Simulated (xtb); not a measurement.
**Frequency calculation of C$_{2}$H$_{9}$BSi (part 1 of 2)**

The run: frequency calculation of C$_{2}$H$_{9}$BSi, SMILES CCB[SiH3]. Method and program: GFN2-xTB (xtb 6.7.1 later snapshot).

The geometry was optimised with GFN2-xTB.

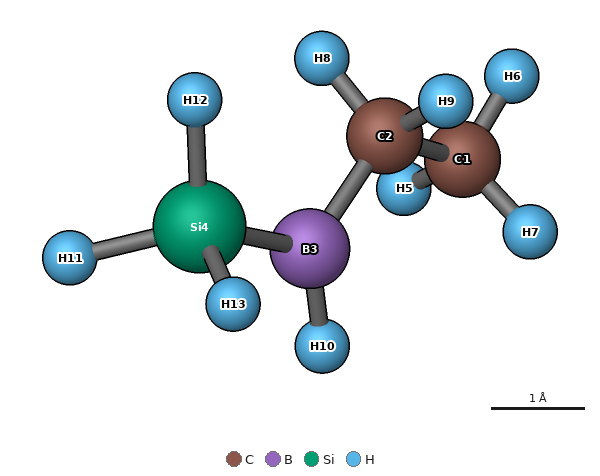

The input geometry (ball-and-stick view, seen at a tilt; atoms are numbered from 1 in the order of the input). Bond lengths as drawn: B–C 1.57 Å, B–H 1.18 Å, B–Si 1.96 Å, C–C 1.53 Å, C–H 1.09 to 1.10 Å and H–Si 1.47 Å.

### Key numbers

| quantity | value |
| --- | --- |
| outcome | converged |
| electrons treated | 24 |
| total energy | −11.799226 hartree |
| dispersion energy | −0.006436 hartree |
| basis functions | 31 |
| HOMO | −10.11 eV |
| LUMO | −7.29 eV |
| zero-point energy | 0.099464 hartree |
| dipole moment | 1.57 D |
| wavenumbers, lowest and highest | 31 and 3037 cm⁻¹ |
| hardware | 1 thread of Arm Neoverse N1, 16 GiB of memory available, shared host |
| peak memory | 0.073 GiB |

Settings chosen away from the usual ones: method = gfn2-xtb; task = frequencies; x = {"hess_step": 0.002}; geo = {"prev": "A"}.

### Input (struc.xyz)
```
13

C     -0.698192     2.034125     0.105789
C     -0.470372     0.557018     0.437666
B      0.503198    -0.247404    -0.500411
Si     0.781825    -2.169592    -0.229145
H     -1.136219     2.138687    -0.884555
H     -1.370096     2.500545     0.824957
H      0.243549     2.578515     0.117836
H     -1.442965     0.052880     0.482923
H     -0.087408     0.484998     1.463804
H      1.062404     0.332177    -1.356154
H      0.401247    -2.982170    -1.396816
H      0.027898    -2.755500     0.892109
H      2.185122    -2.524270     0.041997
```

### File input.inp
```
$hess
   step=0.002
$end
```

Run as:
```bash
xtb struc.xyz --gfn 2 -I input.inp -c 0 --hess | tee out.txt
```

### Log
```
* xtb version 6.7.1
   ID    Z sym.   atoms
    1    6 C      1, 2
    2    5 B      3
    3   14 Si     4
    4    1 H      5-13

           -------------------------------------------------
          |                Calculation Setup                |
           -------------------------------------------------

          program call               : xtb struc.xyz --gfn 2 -I input.inp -c 0 --hess
          coordinate file            : struc.xyz
          omp threads                :                     1

           -------------------------------------------------
          |                 G F N 2 - x T B                 |
           -------------------------------------------------

      * Hamiltonian:
        H0-scaling (s, p, d)           1.850000    2.230000    2.230000
        zeta-weighting                 0.500000
      * Dispersion:
        s8                             2.700000
        a1                             0.520000
        a2                             5.000000
        s9                             5.000000
      * Repulsion:
        kExp                           1.500000    1.000000
        rExp                           1.000000
      * Coulomb:
        alpha                          2.000000
        third order                    shell-resolved
        anisotropic                    true
        a3                             3.000000
        a5                             4.000000
        cn-shift                       1.200000
        cn-exp                         4.000000
        max-rad                        5.000000

          ...................................................
          :                      SETUP                      :
          :.................................................:
          :  # basis functions                  31          :
          :  # atomic orbitals                  30          :
          :  # shells                           18          :
          :  # electrons                        24          :
          :  max. iterations                   250          :
          :  Hamiltonian                  GFN2-xTB          :
          :  restarted?                      false          :
          :  GBSA solvation                  false          :
          :  PC potential                    false          :
          :  electronic temp.          300.0000000     K    :
          :  accuracy                    1.0000000          :
          :  -> integral cutoff          0.2500000E+02      :
          :  -> integral neglect         0.1000000E-07      :
          :  -> SCF convergence          0.1000000E-05 Eh   :
          :  -> wf. convergence          0.1000000E-03 e    :
          :  Broyden damping             0.4000000          :
          :  net charge                          0          :
          :  unpaired electrons                  0          :
          ...................................................

 iter      E             dE          RMSdq      gap      omega  full diag
   1    -11.7347305 -0.117347E+02  0.698E+00    3.82       0.0  T
   2    -11.9206995 -0.185969E+00  0.517E+00    2.17       1.0  T
   3    -11.9425541 -0.218546E-01  0.274E+00    2.87       1.0  T
   4    -11.9324014  0.101527E-01  0.217E+00    2.45       1.0  T
   5    -11.9520477 -0.196463E-01  0.861E-01    2.71       1.0  T
   6    -11.9537388 -0.169104E-02  0.246E-01    2.80       1.0  T
   7    -11.9538268 -0.879881E-04  0.106E-01    2.81       1.0  T
   8    -11.9538355 -0.878334E-05  0.417E-02    2.82       1.0  T
   9    -11.9538409 -0.536740E-05  0.130E-02    2.82       2.1  T
  10    -11.9538414 -0.479681E-06  0.441E-03    2.83       6.3  T
  11    -11.9538416 -0.220526E-06  0.107E-03    2.82      26.0  T
  12    -11.9538416 -0.237521E-08  0.313E-04    2.82      88.7  T
  13    -11.9538416 -0.109281E-09  0.144E-04    2.82     192.0  T

   *** convergence criteria satisfied after 13 iterations ***

         #    Occupation            Energy/Eh            Energy/eV
      -------------------------------------------------------------
         1        2.0000           -0.6965292             -18.9535
       ...           ...                  ...                  ...
         6        2.0000           -0.4644074             -12.6372
         7        2.0000           -0.4611801             -12.5493
         8        2.0000           -0.4371330             -11.8950
         9        2.0000           -0.4177281             -11.3670
        10        2.0000           -0.4140790             -11.2677
        11        2.0000           -0.4071744             -11.0798
        12        2.0000           -0.3715784             -10.1112 (HOMO)
        13                         -0.2678027              -7.2873 (LUMO)
        14                         -0.1680111              -4.5718
        15                         -0.1506967              -4.1007
        16                         -0.1366177              -3.7176
        17                         -0.0751365              -2.0446
       ...                                ...                  ...
        30                          0.7152691              19.4635
      -------------------------------------------------------------
                  HL-Gap            0.1037758 Eh            2.8239 eV
             Fermi-level           -0.3196906 Eh           -8.6992 eV

 SCC (total)                   0 d,  0 h,  0 min,  0.008 sec
 SCC setup                      ...        0 min,  0.000 sec (  1.233%)
 Dispersion                     ...        0 min,  0.000 sec (  0.820%)
 classical contributions        ...        0 min,  0.000 sec (  0.167%)
 integral evaluation            ...        0 min,  0.001 sec ( 11.837%)
 iterations                     ...        0 min,  0.004 sec ( 56.589%)
 molecular gradient             ...        0 min,  0.002 sec ( 27.990%)
 printout                       ...        0 min,  0.000 sec (  1.185%)

         :::::::::::::::::::::::::::::::::::::::::::::::::::::
         ::                     SUMMARY                     ::
         :::::::::::::::::::::::::::::::::::::::::::::::::::::
         :: total energy             -11.799226429358 Eh    ::
         :: gradient norm              0.000026932646 Eh/a0 ::
         :: HOMO-LUMO gap              2.823882286871 eV    ::
         ::.................................................::
         :: SCC energy               -11.953838339006 Eh    ::
         :: -> isotropic ES            0.024959305936 Eh    ::
         :: -> anisotropic ES          0.006179116236 Eh    ::
         :: -> anisotropic XC          0.005996468672 Eh    ::
         :: -> dispersion             -0.006436059578 Eh    ::
         :: repulsion energy           0.154611909648 Eh    ::
         :: add. restraining           0.000000000000 Eh    ::
         :: total charge               0.000000000000 e     ::
         :::::::::::::::::::::::::::::::::::::::::::::::::::::

           -------------------------------------------------
          |                Numerical Hessian                |
           -------------------------------------------------
step length          :   0.00200
SCC accuracy         :   0.30000
Hessian scale factor :   1.00000
frozen atoms in %    :   0.00000    0
RMS gradient         :   0.00003
estimated CPU  time      0.01 min

writing file <hessian>, containing the non-mass-weighted Hessian matrix in atomic units (Eₕ/Bohr²).

 projected vibrational frequencies (cm⁻¹)
eigval :       -0.00    -0.00     0.00     0.00     0.00     0.00
eigval :       30.99    56.67   167.69   208.79   317.05   371.92
eigval :      483.96   494.42   703.97   745.73   808.13   828.90
eigval :      836.04   914.04   964.70  1018.34  1055.63  1128.79
eigval :     1228.09  1313.80  1417.11  1448.45  1510.84  1511.88
eigval :     2183.12  2183.43  2195.16  2609.76  2903.76  2937.05
eigval :     3013.83  3030.80  3036.95
           -------------------------------------------------
          |                Property Printout                |
           -------------------------------------------------

    * Orbital Energies and Occupations

         #    Occupation            Energy/Eh            Energy/eV
      -------------------------------------------------------------
         1        2.0000           -0.6965293             -18.9535
         2        2.0000           -0.6036089             -16.4250
         3        2.0000           -0.5615185             -15.2797
         4        2.0000           -0.5002355             -13.6121
         5        2.0000           -0.4960581             -13.4984
         6        2.0000           -0.4644069             -12.6372
         7        2.0000           -0.4611798             -12.5493
         8        2.0000           -0.4371329             -11.8950
         9        2.0000           -0.4177279             -11.3670
        10        2.0000           -0.4140794             -11.2677
        11        2.0000           -0.4071743             -11.0798
        12        2.0000           -0.3715779             -10.1111 (HOMO)
        13                         -0.2678015              -7.2873 (LUMO)
        14                         -0.1680113              -4.5718
        15                         -0.1506968              -4.1007
        16                         -0.1366176              -3.7176
        17                         -0.0751368              -2.0446
        18                         -0.0483356              -1.3153
        19                          0.1222812               3.3274
        20                          0.1604493               4.3660
        21                          0.1652235               4.4960
        22                          0.1885515               5.1307
        23                          0.2119804               5.7683
       ...                                ...                  ...
        30                          0.7152689              19.4635
      -------------------------------------------------------------
                  HL-Gap            0.1037763 Eh            2.8239 eV
             Fermi-level           -0.3196897 Eh           -8.6992 eV

     #   Z          covCN         q      C6AA      α(0)
     1   6          3.749    -0.099    22.462     6.759
     2   6          3.723    -0.136    23.236     6.884
     3   5          2.775     0.175    18.670     7.225
     4  14          3.686     0.375   100.373    19.192
     5   1          0.925     0.029     2.600     2.522
     6   1          0.925     0.026     2.640     2.541
     7   1          0.925     0.030     2.591     2.517
     8   1          0.924     0.038     2.471     2.458
     9   1          0.924     0.042     2.417     2.431
    10   1          0.937    -0.102     5.612     3.704
    11   1          0.916    -0.124     6.494     3.986
    12   1          0.916    -0.130     6.757     4.066
    13   1          0.916    -0.125     6.510     3.991

 Mol. C6AA /au·bohr⁶  :       1738.518472
 Mol. C8AA /au·bohr⁸  :      50394.292882
 Mol. α(0) /au        :         68.276770

Wiberg/Mayer (AO) data.
largest (>0.10) Wiberg bond orders for each atom
```
